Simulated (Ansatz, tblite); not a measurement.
# Ge21H32 ring disc (AlGe₁₉H₃₂P): removing and adding an electron

What does removing or adding an electron cost or gain for Ge21H32 ring disc (AlGe₁₉H₃₂P)? Each charged state is run at several levels.

Method: as each input shows; program: Ansatz 0.2.0, Gaussian basis.

The runs, in order: charge +1 doublet, at the geometry of the singlet (PBE0-D4/def2-TZVP, PBE-D4/def2-TZVP, HF/def2-TZVP); charge -1 doublet, at the geometry of the singlet (PBE0-D4/def2-TZVP, PBE-D4/def2-TZVP, HF/def2-TZVP); the starting singlet's energies come from earlier runs.

1 further run of the same task is left out (set aside as unsound or not needed). Runs told in other sessions of the task aren't counted.

## (1) The geometry

The singlet was relaxed beforehand with PBE-D4/def2-SVP.

53 atoms, charge 0, spin multiplicity 1.

Atoms are counted from 1 here; the program's logs count them from 0.

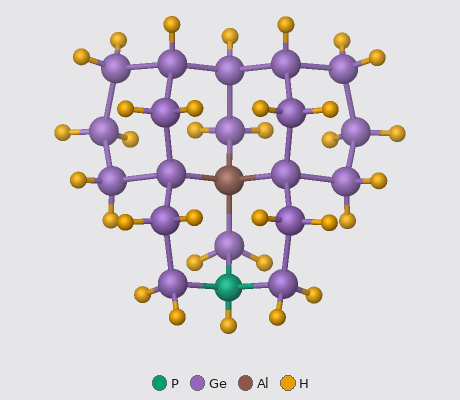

The geometry (phosphorus teal, germanium purple, aluminium brown, hydrogen amber).

## (2) Charge +1 doublet at the fixed geometry, PBE0-D4/def2-TZVP

Contents of in.yaml:

```yaml
crystal:
  periodic: [false, false, false]
  atoms:
    - {symbol: P, position_ang: [-3.105570, -3.106425, 0.497525]}
    - {symbol: Ge, position_ang: [-3.301732, -0.150750, -2.126848]}
    - {symbol: Ge, position_ang: [-3.327843, 2.561977, 0.573278]}
    - {symbol: Ge, position_ang: [-0.149265, -3.302687, -2.126074]}
    - {symbol: Al, position_ang: [-0.330424, -0.329883, 0.773084]}
    - {symbol: Ge, position_ang: [2.562787, -3.325363, 0.573765]}
    - {symbol: Ge, position_ang: [2.615828, -0.554912, -2.128807]}
    - {symbol: Ge, position_ang: [-0.556059, 2.616105, -2.128319]}
    - {symbol: Ge, position_ang: [-0.356897, 5.365756, 0.643766]}
    - {symbol: Ge, position_ang: [2.460206, 2.461643, 0.647831]}
    - {symbol: Ge, position_ang: [5.366133, -0.352936, 0.641724]}
    - {symbol: Ge, position_ang: [-1.789000, -4.568689, -0.816225]}
    - {symbol: Ge, position_ang: [-4.567587, -1.791605, -0.818245]}
    - {symbol: Ge, position_ang: [-1.838563, -1.838406, 2.091431]}
    - {symbol: Ge, position_ang: [-1.791439, 1.093793, -0.653431]}
    - {symbol: Ge, position_ang: [-2.119926, 4.224060, 1.903430]}
    - {symbol: Ge, position_ang: [1.093756, -1.790211, -0.653597]}
    - {symbol: Ge, position_ang: [1.111501, 1.110938, 2.191509]}
    - {symbol: Ge, position_ang: [4.226999, -2.117608, 1.901480]}
    - {symbol: Ge, position_ang: [3.879104, 1.022648, -0.743188]}
    - {symbol: Ge, position_ang: [1.019866, 3.880476, -0.741871]}
    - {symbol: H, position_ang: [-3.991725, -3.992499, 1.191948]}
    - {symbol: H, position_ang: [-4.424137, 0.711194, -2.781688]}
    - {symbol: H, position_ang: [-2.617606, -0.969926, -3.259267]}
    - {symbol: H, position_ang: [-4.243218, 1.715668, 1.513547]}
    - {symbol: H, position_ang: [-4.269192, 3.298064, -0.428658]}
    - {symbol: H, position_ang: [-0.968800, -2.620400, -3.259351]}
    - {symbol: H, position_ang: [0.713754, -4.425037, -2.779595]}
    - {symbol: H, position_ang: [1.716904, -4.239218, 1.515920]}
    - {symbol: H, position_ang: [3.297282, -4.268362, -0.427815]}
    - {symbol: H, position_ang: [1.827266, 0.173130, -3.255947]}
    - {symbol: H, position_ang: [3.616537, -1.536404, -2.814634]}
    - {symbol: H, position_ang: [-1.537458, 3.615965, -2.815483]}
    - {symbol: H, position_ang: [0.173480, 1.827408, -3.254403]}
    - {symbol: H, position_ang: [-1.045093, 6.405268, -0.292321]}
    - {symbol: H, position_ang: [0.534219, 6.164038, 1.642136]}
    - {symbol: H, position_ang: [3.428159, 3.429650, 1.405096]}
    - {symbol: H, position_ang: [6.406266, -1.039637, -0.294804]}
    - {symbol: H, position_ang: [6.163623, 0.538699, 1.640294]}
    - {symbol: H, position_ang: [-2.865089, -5.389187, -1.586839]}
    - {symbol: H, position_ang: [-1.164200, -5.479934, 0.277146]}
    - {symbol: H, position_ang: [-5.385929, -2.868750, -1.589694]}
    - {symbol: H, position_ang: [-5.480983, -1.167587, 0.273782]}
    - {symbol: H, position_ang: [-3.050846, -1.294880, 2.917393]}
    - {symbol: H, position_ang: [-1.295000, -3.050315, 2.917912]}
    - {symbol: H, position_ang: [-3.129634, 5.290775, 2.426786]}
    - {symbol: H, position_ang: [-1.505452, 3.518630, 3.143873]}
    - {symbol: H, position_ang: [2.123957, 0.362012, 3.111970]}
    - {symbol: H, position_ang: [0.364061, 2.122004, 3.114667]}
    - {symbol: H, position_ang: [3.524028, -1.504570, 3.144085]}
    - {symbol: H, position_ang: [5.294983, -3.127661, 2.421709]}
    - {symbol: H, position_ang: [4.780056, 1.911371, -1.660910]}
    - {symbol: H, position_ang: [1.907910, 4.782619, -1.659073]}
basis:
  gaussian: {orbitals: def2-TZVP, fitting: {mean_field: def2-universal-jkfit}}
total_charge: 1
magnetization: {spin_polarized: true, initial_magnetization: 1}
hamiltonian: {xc: pbe0, dispersion: d4}
scf: {omitted_lower_state_checks: [starts]}
output: {orbitals: {seedname: orbitals}}
```

Command:

```bash
ansatz run in.yaml --threads 11 --pin off --events-out ev --progress --plain --max-ram 174080MiB --backend cuda --devices 0, --max-vram 75GiB
```

The log of the run:

```text
Functional definition: PBE0
  name "PBE0"
  cite "Adamo & Barone, J. Chem. Phys. 110, 6158 (1999) doi:10.1063/1.478522"
  cite "Perdew, Burke & Ernzerhof, Phys. Rev. Lett. 77, 3865 (1996) doi:10.1103/PhysRevLett.77.3865"
  parent pbe
  parameter a = 0.25
  parameter kappa = 0.804
  parameter beta = 0.06672455060314922
  exchange = (1 - a)*pbe_x(kappa = kappa, mu = beta*pi^2/3) + a*exact_x
  correlation = pbe_c(beta = beta)
these checks for a lower state are left out or cut short: starts
5886 factors; integrals over basis functions are off by at most 6.2e-1 eV
mean field evaluation 1: about -1090112.6051 eV, gradient 4.3e1 eV
mean field evaluation 2: about -1090112.9884 eV, gradient 4.3e1 eV
mean field evaluation 4: about -1090115.8488 eV, gradient 5.9e0 eV
mean field evaluation 8: about -1090116.0437 eV, gradient 8.0e-1 eV
mean field evaluation 16: about -1090116.0652 eV, gradient 5.1e-2 eV
mean field evaluation 32: about -1090116.1143 eV, gradient 2.1e-5 eV
mean field -1090116.11425771 eV, -40061.0282917299 hartree, gradient 5.9e-6 eV, S^2 0.755655; 0 other end points of the search recorded, 0 dependent functions left out
reference -1090116.11434585 eV, -40061.0282949688 hartree; 334, 333 occupied and 844, 845 virtual orbitals, 5886 factors
Total energy: -1090119.12941024 eV, -40061.1390965414 hartree
Checks for a lower state left out: starts
```

Wall time 75 s (1 × H100 with 11 threads of AMD EPYC 7R13, shared host); peak host memory 2.2 GiB.

From the report: HOMO -9.48 eV, LUMO -8.54 eV (over both spins); ⟨S²⟩ 0.756 (pure: 0.75).

## (3) Charge +1 doublet at the fixed geometry, PBE-D4/def2-TZVP

start.molden holds the orbitals of an earlier run on this state, given as this run's starting guess.

in.yaml: that of step 2 with these lines changed.

```diff
@@ -57,6 +57,6 @@
 basis:
-  gaussian: {orbitals: def2-TZVP, fitting: {mean_field: def2-universal-jkfit}}
+  gaussian: {orbitals: def2-TZVP, fitting: {mean_field: def2-universal-jkfit}, initial_orbitals: start.molden}
 total_charge: 1
 magnetization: {spin_polarized: true, initial_magnetization: 1}
-hamiltonian: {xc: pbe0, dispersion: d4}
+hamiltonian: {xc: pbe, dispersion: d4}
 scf: {omitted_lower_state_checks: [starts]}
```

The command is unchanged.

The log of the run:

```text
Functional definition: PBE
  name "PBE"
  cite "Perdew, Burke & Ernzerhof, Phys. Rev. Lett. 77, 3865 (1996) doi:10.1103/PhysRevLett.77.3865"
  parent pbe
  parameter kappa = 0.804
  parameter beta = 0.06672455060314922
  exchange = pbe_x(kappa = kappa, mu = beta*pi^2/3)
  correlation = pbe_c(beta = beta)
these checks for a lower state are left out or cut short: starts
5886 factors; integrals over basis functions are off by at most 6.2e-1 eV
mean field evaluation 1: about -1090084.8615 eV, gradient 2.6e1 eV
mean field evaluation 2: about -1090085.9385 eV, gradient 1.4e0 eV
mean field evaluation 4: about -1090085.9442 eV, gradient 6.5e-1 eV
mean field evaluation 8: about -1090085.9481 eV, gradient 7.3e-4 eV
mean field evaluation 16: about -1090085.9481 eV, gradient 9.9e-5 eV
mean field -1090085.94810591 eV, -40059.9197060983 hartree, gradient 1.8e-6 eV, S^2 0.751092; 0 other end points of the search recorded, 0 dependent functions left out
reference -1090085.94822434 eV, -40059.9197104505 hartree; 334, 333 occupied and 844, 845 virtual orbitals, 5886 factors
Total energy: -1090089.23781815 eV, -40060.0406007935 hartree
Checks for a lower state left out: starts
```

Wall time 30 s (1 × H100 with 11 threads of AMD EPYC 7R13, shared host); peak host memory 2.1 GiB.

HOMO -8.62 eV, LUMO -8.62 eV (over both spins); ⟨S²⟩ 0.751 (pure: 0.75).

## (4) Charge +1 doublet at the fixed geometry, HF/def2-TZVP

in.yaml: that of step 3 with these lines changed.

```diff
@@ -60,3 +60,3 @@
 magnetization: {spin_polarized: true, initial_magnetization: 1}
-hamiltonian: {xc: pbe, dispersion: d4}
+hamiltonian: {xc: hf}
 scf: {omitted_lower_state_checks: [starts]}
```

Launched as before.

The log of the run:

```text
Functional definition: HF
  name "HF"
  cite "Fock, Z. Phys. 61, 126 (1930) doi:10.1007/BF01340294"
  parent pbe
  exchange = exact_x
  correlation = 0
these checks for a lower state are left out or cut short: starts
5886 factors; integrals over basis functions are off by at most 6.2e-1 eV
mean field evaluation 1: about -1089353.9958 eV, gradient 7.2e1 eV
mean field evaluation 2: about -1089361.3549 eV, gradient 7.7e0 eV
mean field evaluation 4: about -1089362.3121 eV, gradient 4.2e-1 eV
mean field -1089362.32175958 eV, -40033.3269283623 hartree, gradient 1.8e-5 eV, S^2 0.771451; 0 other end points of the search recorded, 0 dependent functions left out
reference -1089362.32175958 eV, -40033.3269283623 hartree; 334, 333 occupied and 844, 845 virtual orbitals, 5886 factors
Total energy: -1089362.32175958 eV, -40033.3269283623 hartree
Checks for a lower state left out: starts
```

Run time: 46 s. Hardware: 1 × H100 with 11 threads of AMD EPYC 7R13, shared host; peak host memory 1.6 GiB.

HOMO -11.40 eV, LUMO -5.73 eV (over both spins); ⟨S²⟩ 0.771 (pure: 0.75).

## (5) Vertical ionisation energy

Charged state less starting state, singlet to doublet; the starting state's energies are those of its earlier runs.

| level | vertical ionisation energy (eV) | time |
| --- | --- | --- |
| HF/def2-TZVP | +7.28 | 1.7 min |
| PBE-D4/def2-TZVP | +7.29 | 52 s |
| PBE0-D4/def2-TZVP | +7.67 | 1.9 min |

Times add the two runs; a level without a time comes out of a correlated run.

Beside −ε(HOMO) of the starting state:

| level | −ε(HOMO) (eV) | by difference (eV) | mismatch (eV) |
| --- | --- | --- | --- |
| PBE-D4/def2-TZVP | 5.80 | 7.29 | -1.49 |
| PBE0-D4/def2-TZVP | 6.68 | 7.67 | -0.99 |

## (6) Charge -1 doublet at the fixed geometry, PBE0-D4/def2-TZVP

in.yaml: that of step 4 with these lines changed.

```diff
@@ -57,6 +57,6 @@
 basis:
-  gaussian: {orbitals: def2-TZVP, fitting: {mean_field: def2-universal-jkfit}, initial_orbitals: start.molden}
-total_charge: 1
+  gaussian: {orbitals: def2-TZVP, fitting: {mean_field: def2-universal-jkfit}}
+total_charge: -1
 magnetization: {spin_polarized: true, initial_magnetization: 1}
-hamiltonian: {xc: hf}
+hamiltonian: {xc: pbe0, dispersion: d4}
 scf: {omitted_lower_state_checks: [starts]}
```

Same command.

The log of the run:

```text
Functional definition: PBE0
  name "PBE0"
  cite "Adamo & Barone, J. Chem. Phys. 110, 6158 (1999) doi:10.1063/1.478522"
  cite "Perdew, Burke & Ernzerhof, Phys. Rev. Lett. 77, 3865 (1996) doi:10.1103/PhysRevLett.77.3865"
  parent pbe
  parameter a = 0.25
  parameter kappa = 0.804
  parameter beta = 0.06672455060314922
  exchange = (1 - a)*pbe_x(kappa = kappa, mu = beta*pi^2/3) + a*exact_x
  correlation = pbe_c(beta = beta)
these checks for a lower state are left out or cut short: starts
5886 factors; integrals over basis functions are off by at most 6.2e-1 eV
mean field evaluation 1: about -1090119.9913 eV, gradient 4.8e1 eV
mean field evaluation 2: about -1090117.8520 eV, gradient 5.5e1 eV
mean field evaluation 4: about -1090124.3740 eV, gradient 4.2e0 eV
mean field evaluation 8: about -1090124.4419 eV, gradient 4.3e-1 eV
mean field evaluation 16: about -1090124.4469 eV, gradient 1.3e-2 eV
mean field evaluation 32: about -1090124.4469 eV, gradient 9.5e-5 eV
mean field -1090124.44688752 eV, -40061.3345102270 hartree, gradient 9.1e-6 eV, S^2 0.753255; 0 other end points of the search recorded, 0 dependent functions left out
reference -1090124.44697269 eV, -40061.3345133570 hartree; 335, 334 occupied and 843, 844 virtual orbitals, 5886 factors
Total energy: -1090127.58277754 eV, -40061.4497520600 hartree
Checks for a lower state left out: starts
```

It took 48 s on 1 × H100 with 11 threads of AMD EPYC 7R13, shared host; peak host memory 2.2 GiB.

HOMO 0.20 eV, LUMO 1.39 eV (over both spins); ⟨S²⟩ 0.753 (pure: 0.75). Doubts: highest occupied level lies above zero.

## (7) Charge -1 doublet at the fixed geometry, PBE-D4/def2-TZVP

in.yaml: that of step 6 with these lines changed.

```diff
@@ -57,6 +57,6 @@
 basis:
-  gaussian: {orbitals: def2-TZVP, fitting: {mean_field: def2-universal-jkfit}}
+  gaussian: {orbitals: def2-TZVP, fitting: {mean_field: def2-universal-jkfit}, initial_orbitals: start.molden}
 total_charge: -1
 magnetization: {spin_polarized: true, initial_magnetization: 1}
-hamiltonian: {xc: pbe0, dispersion: d4}
+hamiltonian: {xc: pbe, dispersion: d4}
 scf: {omitted_lower_state_checks: [starts]}
```

Same command.

The log of the run:

```text
Functional definition: PBE
  name "PBE"
  cite "Perdew, Burke & Ernzerhof, Phys. Rev. Lett. 77, 3865 (1996) doi:10.1103/PhysRevLett.77.3865"
  parent pbe
  parameter kappa = 0.804
  parameter beta = 0.06672455060314922
  exchange = pbe_x(kappa = kappa, mu = beta*pi^2/3)
  correlation = pbe_c(beta = beta)
these checks for a lower state are left out or cut short: starts
5886 factors; integrals over basis functions are off by at most 6.2e-1 eV
mean field evaluation 1: about -1090093.0570 eV, gradient 2.6e1 eV
mean field evaluation 2: about -1090094.1259 eV, gradient 1.3e0 eV
mean field evaluation 4: about -1090094.1050 eV, gradient 1.2e-1 eV
mean field evaluation 8: about -1090094.1062 eV, gradient 2.5e-5 eV
mean field -1090094.10623644 eV, -40060.2195118658 hartree, gradient 1.1e-5 eV, S^2 0.751520; 0 other end points of the search recorded, 0 dependent functions left out
reference -1090094.10634583 eV, -40060.2195158856 hartree; 335, 334 occupied and 843, 844 virtual orbitals, 5886 factors
Total energy: -1090097.52922477 eV, -40060.3453043666 hartree
Checks for a lower state left out: starts
```

Run time: 28 s. Hardware: 1 × H100 with 11 threads of AMD EPYC 7R13, shared host; peak host memory 2.1 GiB.

Report: HOMO 0.44 eV, LUMO 0.66 eV (over both spins); ⟨S²⟩ 0.752 (pure: 0.75). Doubts: highest occupied level lies above zero.

## (8) Charge -1 doublet at the fixed geometry, HF/def2-TZVP

in.yaml: that of step 7 with these lines changed.

```diff
@@ -60,3 +60,3 @@
 magnetization: {spin_polarized: true, initial_magnetization: 1}
-hamiltonian: {xc: pbe, dispersion: d4}
+hamiltonian: {xc: hf}
 scf: {omitted_lower_state_checks: [starts]}
```

The command is unchanged.

The log of the run:

```text
Functional definition: HF
  name "HF"
  cite "Fock, Z. Phys. 61, 126 (1930) doi:10.1007/BF01340294"
  parent pbe
  exchange = exact_x
  correlation = 0
these checks for a lower state are left out or cut short: starts
5886 factors; integrals over basis functions are off by at most 6.2e-1 eV
mean field evaluation 1: about -1089360.9974 eV, gradient 7.2e1 eV
mean field evaluation 2: about -1089368.3086 eV, gradient 7.7e0 eV
mean field evaluation 4: about -1089368.9852 eV, gradient 2.9e-1 eV
mean field evaluation 8: about -1089368.9866 eV, gradient 1.9e-5 eV
mean field -1089368.98658397 eV, -40033.5718561412 hartree, gradient 1.0e-5 eV, S^2 0.767519; 0 other end points of the search recorded, 0 dependent functions left out
reference -1089368.98658397 eV, -40033.5718561412 hartree; 335, 334 occupied and 843, 844 virtual orbitals, 5886 factors
Total energy: -1089368.98658397 eV, -40033.5718561412 hartree
Checks for a lower state left out: starts
```

Wall time 50 s (1 × H100 with 11 threads of AMD EPYC 7R13, shared host); peak host memory 1.8 GiB.

Report: HOMO -0.21 eV, LUMO 4.39 eV (over both spins); ⟨S²⟩ 0.768 (pure: 0.75).

## (9) Vertical electron affinity

Starting state less charged state (positive: the electron is bound), singlet to doublet; the starting state's energies are those of its earlier runs.

| level | vertical electron affinity (eV) | time |
| --- | --- | --- |
| HF/def2-TZVP | -0.62 | 1.8 min |
| PBE-D4/def2-TZVP | +1.00 | 50 s |
| PBE0-D4/def2-TZVP | +0.78 | 89 s |

Times add the two runs; a level without a time comes out of a correlated run.

Beside −ε(LUMO) of the starting state:

| level | −ε(LUMO) (eV) | by difference (eV) | mismatch (eV) |
| --- | --- | --- | --- |
| PBE-D4/def2-TZVP | 2.34 | 1.00 | +1.34 |
| PBE0-D4/def2-TZVP | 1.64 | 0.78 | +0.86 |

## (10) Outcome

| quantity | value |
| --- | --- |
| vertical ionisation energy, functionals in def2-TZVP | 7.29 (PBE-D4) to 7.67 eV (PBE0-D4) |
| vertical electron affinity, functionals in def2-TZVP | 0.78 (PBE0-D4) to 1.00 eV (PBE-D4) |

The vertical ionisation energy spans 7.29 to 7.67 eV over the functionals. −ε(HOMO) misses the level's own difference by -0.99 eV at best (PBE0-D4) and -1.49 eV at worst (PBE-D4). The vertical electron affinity spans 0.78 to 1.00 eV over the functionals. −ε(LUMO) misses the level's own difference by +0.86 eV at best (PBE0-D4) and +1.34 eV at worst (PBE-D4).

The anion's highest level is positive in at least one run, so there the basis alone may hold the extra electron.
